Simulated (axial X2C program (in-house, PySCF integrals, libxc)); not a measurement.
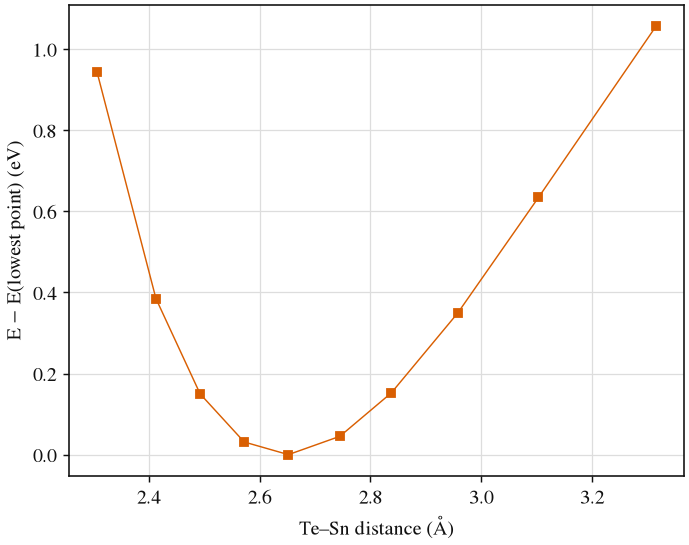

Energy at 10 bond lengths, for one set of occupations held fixed; the line joins the points. A polynomial of degree 6 through 9 points gives rₑ = 2.646 Å, ωₑ = 214.1 cm⁻¹, ωₑxₑ = 0.40 cm⁻¹ and Bₑ = 0.03861 cm⁻¹. The minimum lies 3.08 eV below Te⁻ + Sn, each computed as one determinant at the same level.

## Relativistic diatomic calculation for TeSn⁻

System: TeSn⁻, single determinant with Ω = 1/2.
Method: PBE0, two-component X2C with atomic mean-field Coulomb and Gaunt terms, Te dyall-acv3z, Sn dyall-acv3z (cores contracted) (axial X2C program (in-house, PySCF integrals, libxc)).

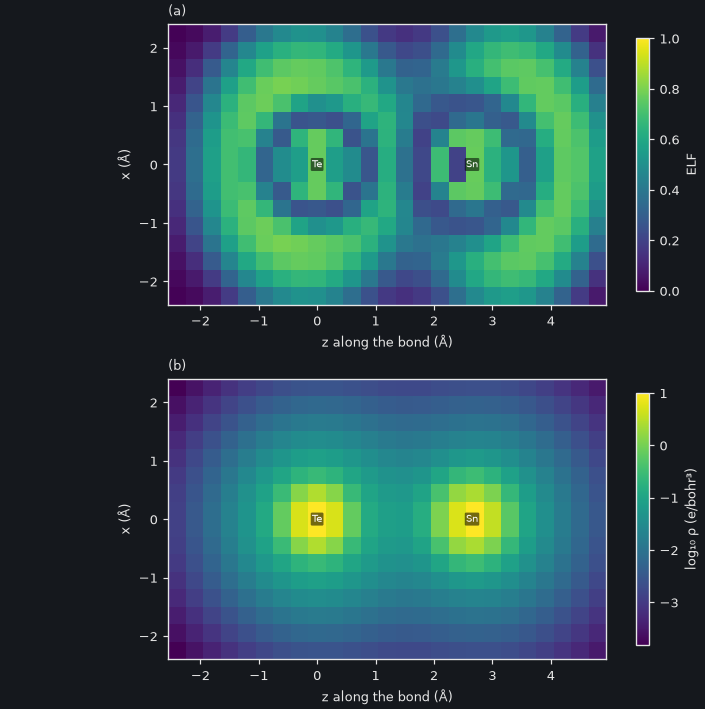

(a) electron localisation function; (b) electron density on a logarithmic scale, in a plane that holds the axis, at 2.65 Å, on points 0.3 Å apart (one half computed, the other mirrored); the structure near the nuclei is finer than these points.

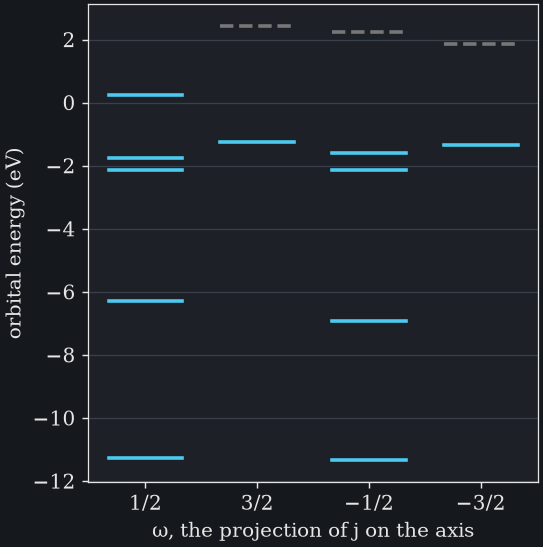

Orbital energies near the frontier at 2.65 Å, filled (solid) and empty (dashed). The highest filled spinor (1/2; 57 % Sn p, 19 % Te p) lies at 0.25 eV, the lowest empty one (−3/2; 57 % Sn p, 16 % Te p) at 1.87 eV. A filled level above zero is held only by the finite basis .

Input and output of the run follow.

**Input file**
```
{"zs": [52, 50], "q": -1, "bas": ["dyall-acv3z", "dyall-acv3z"], "levels": ["PBE0", "HF", "M06"], "cc": true, "r0": 2.58, "thr": -1.0, "nmax": 90, "npts": 10, "nst": 2, "ntry": 6}
```

The line is the task of a batch: nuclear charges, charge, bases, the levels to run, a first guess of the distance and further settings. This report covers PBE0 with spin-orbit coupling. The log is that of the reference distance 2.652 Å, started from orbitals converged before.

Launched within a batch (the task file carries these settings):
```bash
python <driver script> task.json out
```

**Output**
```
two-component X2C + atomic mean field  PBE0
basis functions 285  fitting functions 1427  grid points 5804
iter        total energy     max residual
   1     -12964.399774178     1.82e-05
   2     -12964.399774194     2.31e-05
   3     -12964.399774202     1.06e-05
   4     -12964.399774210     5.50e-06
   5     -12964.399774214     1.70e-06
   6     -12964.399774214     2.48e-07
converged
one-electron -18855.84077528  Coulomb 5723.91154673  exact exchange -84.67455566  xc functional -259.03339797  nuclear repulsion 518.80118718  atomic mean-field constant -7.56377922
```

**The points of the curve**

```tsv
R (Å)	E (hartree)	dipole (D; origin at the first atom, positive when the second is positive)	highest filled (eV)	lowest empty (eV)
2.307	−12964.365120	−6.20	0.78	2.28
2.413	−12964.385632	−5.88	0.62	2.17
2.493	−12964.394267	−5.65	0.50	2.07
2.572	−12964.398629	−5.44	0.37	1.97
2.652	−12964.399774	−5.23	0.25	1.87
2.745	−12964.398114	−5.02	0.11	1.74
2.838	−12964.394175	−4.84	−0.02	1.62
2.957	−12964.386957	−4.68	−0.18	1.46
3.103	−12964.376465	−4.68	−0.35	1.29
3.315	−12964.360924	−5.18	−0.54	1.11
```

**Summary**

- outcome: converged; a filled level lies above zero
- bond length rₑ: 2.646 Å
- ωₑ: 214.1 cm⁻¹
- energy at the minimum: −12964.39978 hartree
- depth below the fragments: 3.08 eV
- hardware: 1 thread of Arm Neoverse V2, 24 GiB of memory available, shared host
- wall time: 30 s
- peak memory: 0.89 GiB

**Remarks**

The highest filled level (PBE0, up to 0.78 eV) lies above zero. That is common for anions, where the functional's self-interaction leaves the outer electrons unbound; only the finite basis holds them, so such levels depend on it.
